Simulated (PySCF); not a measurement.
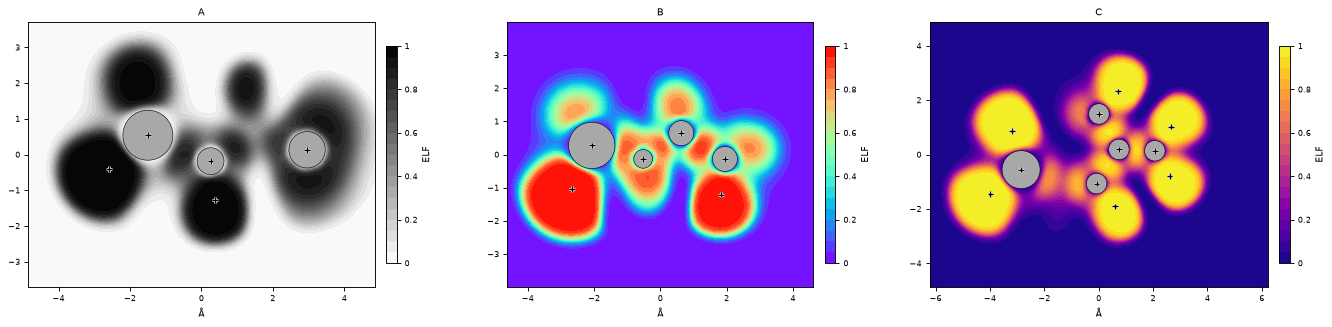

The ELF of 3 systems, each on a plane through atoms (crosses mark nuclei in the plane; grey discs cover the cores).

Theory: PySCF, PBE0/pcSseg-1, SCF density, gas phase, non-relativistic.

System 1: C₃H₆Cl₂Si, the plane of atoms Si6, C4 and H8. Geometry: GFN2-xTB.

| atom | x (Å) | y (Å) | z (Å) |
| --- | --- | --- | --- |
| Cl | -1.5041 | -2.2153 | -0.8566 |
| C | -1.1689 | -0.4713 | -0.7038 |
| Cl | -2.7423 | 0.3888 | -0.5269 |
| C | -0.2675 | -0.1962 | 0.4405 |
| C | 0.4397 | 1.1700 | 0.4341 |
| Si | 1.6175 | -0.2807 | 0.2260 |
| H | -0.7542 | -0.1423 | -1.6577 |
| H | -0.7062 | -0.4829 | 1.3895 |
| H | 0.2035 | 1.8058 | -0.4081 |
| H | 0.3907 | 1.7200 | 1.3629 |
| H | 2.3783 | -0.7215 | 1.3774 |
| H | 2.1146 | -0.5752 | -1.1035 |

System 2: C₂H₈OSi₂ (SMILES [SiH3]O[C@H]1C[SiH2]1), the plane of atoms C3, C4 and H10. Geometry: GFN2-xTB.

```xyz
13

Si    2.0390    1.0387    0.2957
O     0.7485    0.1745    0.7318
C    -0.0976   -0.6336   -0.0147
C    -1.3521   -1.1198    0.7130
Si   -1.7186    0.0690   -0.7018
H     2.3656    1.6407    1.5780
H     1.7040    2.0252   -0.7388
H     3.1037    0.1827   -0.2390
H     0.4490   -1.3932   -0.5701
H    -1.4399   -0.7645    1.7302
H    -1.5641   -2.1774    0.6374
H    -2.0351    1.4424   -0.3665
H    -2.2069   -0.4842   -1.9514
```

System 3: C₅H₁₁ClOSi₂, the plane of atoms C2, C3 and H14. Geometry: GFN2-xTB.

```xyz
20

C    -2.4117    0.6558   -0.8903
C    -1.2989    0.0970   -0.4370
C    -1.3347   -1.1331    0.4176
C     0.0509    0.6899   -0.7406
C     1.0590   -0.3504   -1.2823
Si    2.1724   -0.9621    0.1435
O     1.9339    0.2936    1.1835
Si    0.8754    1.4733    0.8115
Cl   -0.3375    1.7595    2.3732
H    -3.3837    0.2541   -0.6592
H    -2.3998    1.5409   -1.5043
H    -0.8553   -1.9696   -0.0898
H    -0.8078   -0.9636    1.3551
H    -2.3621   -1.4092    0.6414
H    -0.1052    1.4563   -1.5055
H     1.6946    0.1467   -2.0192
H     0.5368   -1.1394   -1.8232
H     3.5959   -0.9394   -0.1678
H     1.7265   -2.1662    0.8348
H     1.6461    2.6765    0.5362
```

**Which map belongs to which system?**

Panel A is system 1, C₃H₆Cl₂Si: the plane holds Cl, C, Si and H. C–Si (1.90 Å): the ELF peaks at about 0.85 between the atoms: a shared electron pair. Panel B is system 2, C₂H₈OSi₂: the plane holds Si, O, C and H. C–O (1.39 Å): the ELF peaks at about 0.90 between the atoms, as expected for a shared but strongly polarised pair. Panel C is system 3, C₅H₁₁ClOSi₂: the plane holds C, Si and H. C–C (1.33 Å): the ELF peaks at about 0.95 between the atoms; a short, multiple covalent bond.
